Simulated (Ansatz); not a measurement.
C₃H₈BI (SMILES CCB(C)I)

```xyz
13

C     0.1233   -0.2972   -2.0990
C     1.4318    1.4079   -0.3784
C     2.4111    2.5580   -0.1516
B     1.1033    0.8901   -1.8172
I     2.0298    1.8261   -3.5508
H    -0.3311   -0.7057   -1.1820
H     0.6556   -1.1130   -2.6190
H    -0.6821    0.0138   -2.7860
H     0.4417    1.6399    0.0683
H     1.7480    0.5038    0.1834
H     2.0770    3.4734   -0.6641
H     3.4091    2.3162   -0.5487
H     2.5210    2.7913    0.9192
```

Geometry: B3LYP-D3(BJ)/def2-SVP; core potentials replace the inner electrons of I.

Level of theory: Ansatz 0.2.0, isolated molecule in a Gaussian basis; Kohn-Sham density functional theory, functional PBE0.

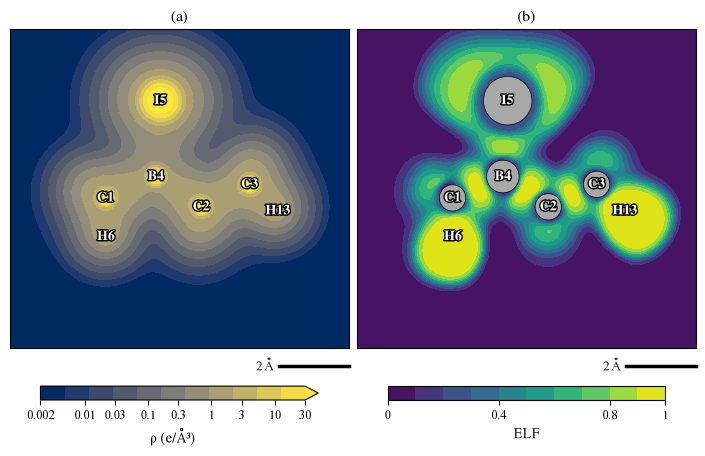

Figure 1. (a) electron density; (b) electron localisation function on the plane of atoms C2, B4 and I5. Grey discs cover the atomic cores in the ELF map.

Q: Read the bonding off the picture.

A:
- Atoms in the plane: C, B, I and H.
- C–C (1.53 Å): ρ is about 1.6 e/Å³ halfway; the ELF peaks at about 0.95 between the atoms; a shared electron pair.
- C–B (1.56 Å): ρ is about 1.4 e/Å³ halfway; the ELF peaks at about 1 between the atoms; a shared electron pair.
- B–I (2.18 Å): ρ at the midpoint is about 0.79 e/Å³, with its minimum of 0.7 e/Å³ about 0.8 Å from B; the ELF peaks at about 0.90 between the atoms: localised, covalent bonding.
- C–H (1.10 Å): ρ at the midpoint is about 1.9 e/Å³; the ELF climbs to about 1 towards the hydrogen, as it does in any bond to H (an ordinary covalent bond to hydrogen).
- The ELF also peaks beside I5, away from the bonds: lone-pair regions.

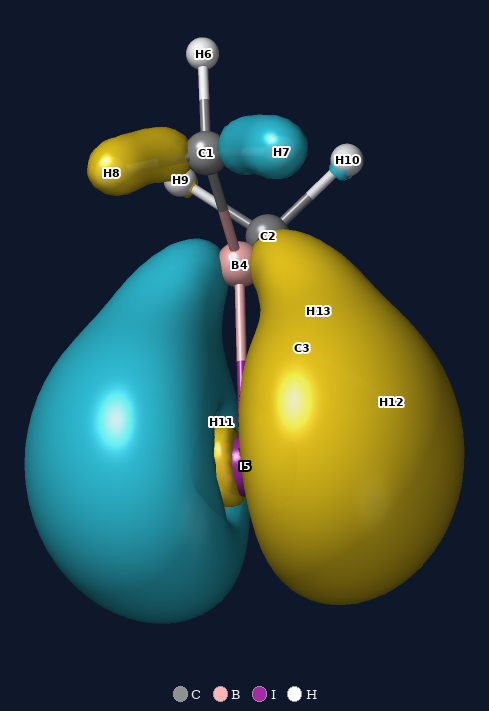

Figure 2. The HOMO−1 at ±0.08 Å⁻³ᐟ² (yellow and cyan are the two phases), seen at an oblique angle.

Q: Describe this orbital and give its energy.

A: It lies mainly on I5 (about 90 %) and B4 (about 5 %); largely a lone pair of I5. Its energy is −7.67 eV.

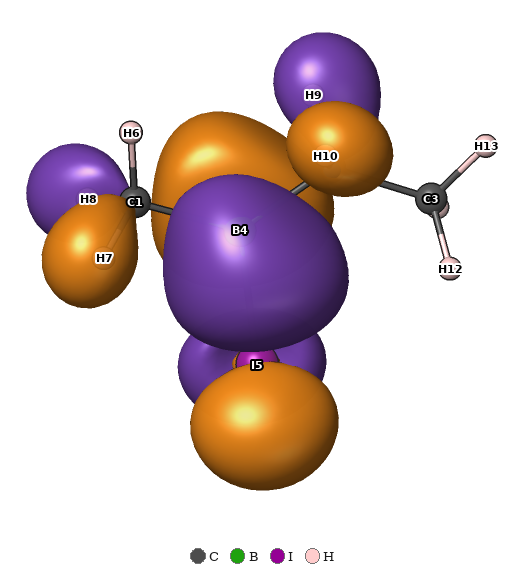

Figure 3. The LUMO at ±0.08 Å⁻³ᐟ² (orange and purple are the two phases), seen at an oblique angle.

Q: Describe this orbital and give its energy.

A: It lies mainly on B4 (about 50 %), I5 (about 20 %), C2 (about 10 %) and C1 (about 10 %). Its energy is −1.19 eV.
